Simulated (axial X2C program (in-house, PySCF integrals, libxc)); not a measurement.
# All-electron X2C curves of CdF

Aim: find the lowest determinant of CdF, scan the bond at several levels and fit the constants, once spin-free and once with spin–orbit coupling.

Program: an in-house X2C program for linear molecules on PySCF integrals. Level of theory: all-electron X2C, Cd dyall-v2z, F dyall-v2z. These are calculated values, not measurements.

### Step 1. Set-up

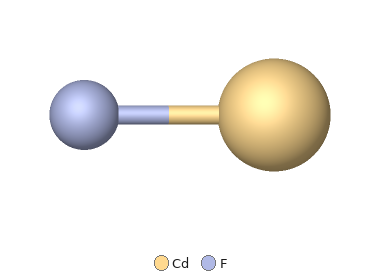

The two atoms at 2.000 Å (cadmium orange, fluorine light blue).

task.json

```json
{"zs": [48, 9], "q": 0, "bas": ["dyall-v2z", "dyall-v2z"], "levels": ["PBE0", "HF", "LDA", "TPSSh"], "cc": false, "r0": 2.0, "npts": 10, "nst": 2, "ntry": 6}
```

Keys: zs atomic numbers; q charge; bas basis sets; levels methods (HF also brings MP2); cc coupled cluster on or off; r0 starting distance in Å; npts points asked for on the curve; nst determinants followed; ntry starts of the search.

Launch:

```console
python so2c.py task.json out
```

Spin-free means the one-electron spin-free X2C Hamiltonian; two-component (2c) means X2C with spin–orbit coupling and atomic mean-field two-electron Coulomb and Gaunt terms. Basis: Cd dyall-v2z contracted to [9s10p7d2f], F dyall-v2z contracted to [5s4p1d]; Gaussian nuclei, density fitting. Masses: Cd 113.903 u, F 18.998 u.

Notation: σ, π±, δ± give the projection m of an orbital's angular momentum (0, ±1, ±2), α and β its spin, Λ and M_S the sums; ω is the projection of a spinor's total angular momentum and Ω the sum. Logs are in hartree.

After this run come: PBE0, spin-free; HF, spin-free; LDA, spin-free; TPSSh, spin-free; PBE0, 2c; HF, 2c; LDA, 2c; TPSSh, 2c.

Before running it: what results should come out? Wanted: for each run, Hamiltonian; Re; ωe; De; μ.

As calculated:

Lowest determinant that the search found at its distance, spin-free: M_S = 1/2, Λ = 0 (beyond closed shells: σα).

Lowest determinant that the search found at its distance, 2c: Ω = 1/2 (excess of +ω over −ω: ω = 1/2).

| Hamiltonian | level | Re (Å) | ωe (cm⁻¹) | De (eV) | μ (D) |
| --- | --- | --- | --- | --- | --- |
| spin-free | PBE0 | 1.999 | 511 | 2.48 | -3.70 |
| spin-free | HF | 1.994 | 543 | 1.53 | -4.15 |
| spin-free | MP2 | 1.988 | 541 | 2.31 | n/a |
| spin-free | LDA | 1.979 | 518 | 3.31 | -3.28 |
| spin-free | TPSSh | 2.008 | 500 | 2.59 | -3.57 |
| 2c | PBE0 | 2.000 | 511 | 2.48 | -3.70 |
| 2c | HF | 1.994 | 543 | 1.51 | -4.15 |
| 2c | MP2 | 1.989 | 541 | 2.29 | n/a |
| 2c | LDA | 1.979 | 518 | 3.30 | -3.28 |
| 2c | TPSSh | 2.008 | 500 | 2.59 | -3.57 |

Dipoles are positive if F is the positive end.

In words: At MP2, going from spin-free to two-component changes Re by +1 mÅ, ωe by 0.0 %; the spin-free picture holds up (part of it comes from the scalar share of the two-electron terms). De moves by -0.01 eV; both De rest on single-determinant atoms, which can miss part of an open shell's spin–orbit lowering.

De refers to Cd + F, each in the lowest determinant found, which need not be this curve's own limit. The state is a single determinant with fixed occupations, the lowest that a limited PBE0 search found. De is counted from the lowest determinant-based energies of the atoms at the same level, without counterpoise correction. Density functionals use the spin component along the axis (collinear). The meta-GGAs lack a current-density term, which matters for open shells with orbital currents, atoms included.
